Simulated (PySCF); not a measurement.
```xyz
21

C     2.6716   -1.7330   -0.5678
C     2.1093   -0.8141    0.2006
Si    1.1800    0.6931   -0.4411
C    -0.3968    0.9591    0.6097
C    -1.3092    1.9978   -0.0380
C    -1.1532   -0.3334    0.9356
C    -1.6118   -1.1183   -0.2866
H     3.2055   -2.5837   -0.1706
H     2.6222   -1.6741   -1.6432
H     2.1969   -0.9273    1.2754
H     2.0285    1.8876   -0.2957
H     0.8564    0.5188   -1.8625
H    -0.0768    1.3766    1.5728
H    -2.1977    2.1678    0.5702
H    -0.7851    2.9447   -0.1485
H    -1.6292    1.6784   -1.0264
H    -2.0285   -0.0870    1.5453
H    -0.5067   -0.9756    1.5394
H    -2.1378   -2.0194    0.0239
H    -2.2879   -0.5277   -0.8992
H    -0.7585   -1.4132   -0.8938
```

Geometry: GFN2-xTB.

These are results of PBE0/pcSseg-1, SCF density, gas phase, non-relativistic (PySCF 2.14.0), not measurements.

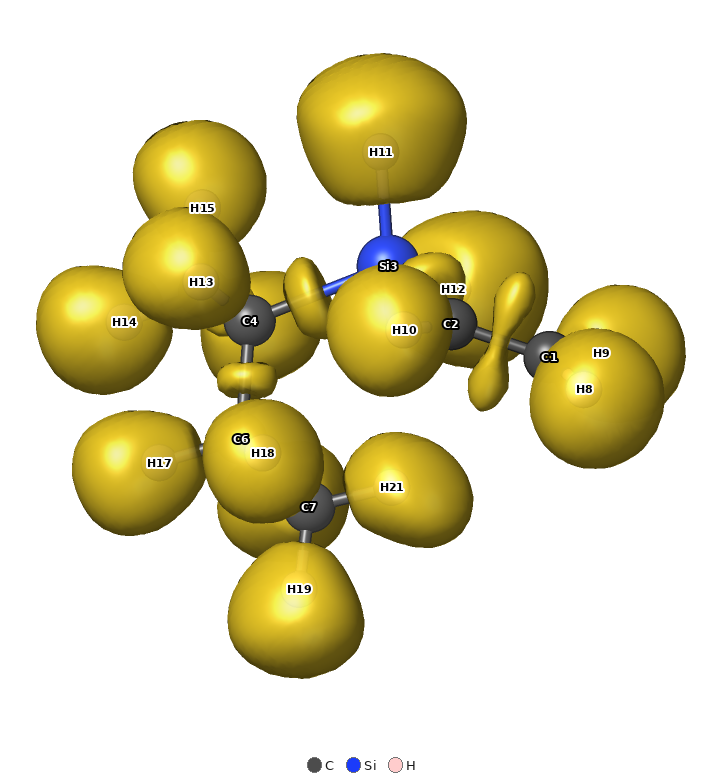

C6H14Si. Isosurface of the ELF at 0.85 (yellow), seen at a tilt. Only the valence region is drawn (cores and ρ < 0.01 e/Å³ removed).

What do the ELF domains correspond to?

Answer. At this value the surface marks out four regions between bonded C–C atoms (shared pairs), two regions between bonded C–Si atoms (shared pairs) and 14 regions around hydrogen nuclei. Profiles from the grid: C–C (1.32 Å): the ELF peaks at about 0.90 between the atoms: a short, multiple covalent bond. C–Si (1.88 Å): the ELF peaks at about 0.95 between the atoms: a shared electron pair.
